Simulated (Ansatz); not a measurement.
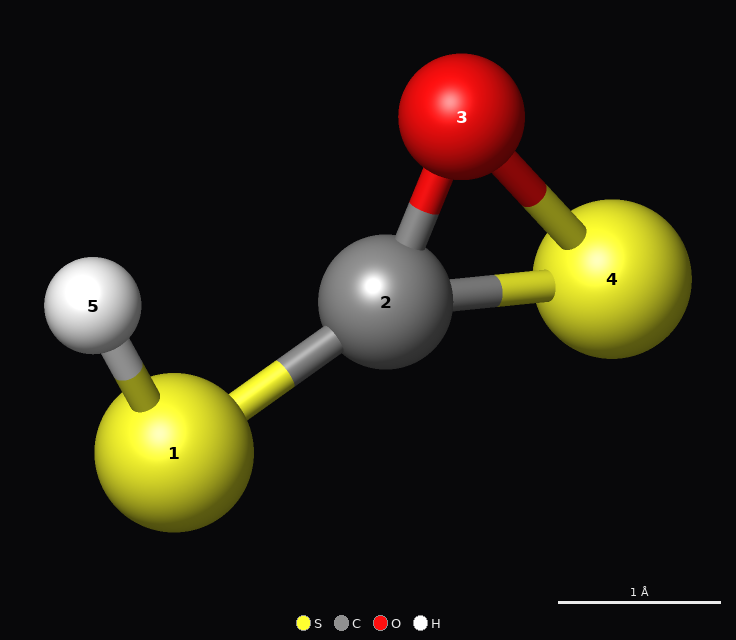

The atoms are numbered. Charge +1, singlet. The computed structure is the end point of a PBE0-D4/def2-TZVP optimisation. No frequency run is at hand to confirm it as a minimum.

Give the bond lengths.

```json
{"bond": "S1–C2", "length (Å)": "1.652", "order": "single"}
{"bond": "S1–H5", "length (Å)": "1.356", "order": "single"}
{"bond": "C2–O3", "length (Å)": "1.277", "order": "single"}
{"bond": "C2–S4", "length (Å)": "1.673", "order": "single"}
{"bond": "O3–S4", "length (Å)": "1.836", "order": "single"}
```
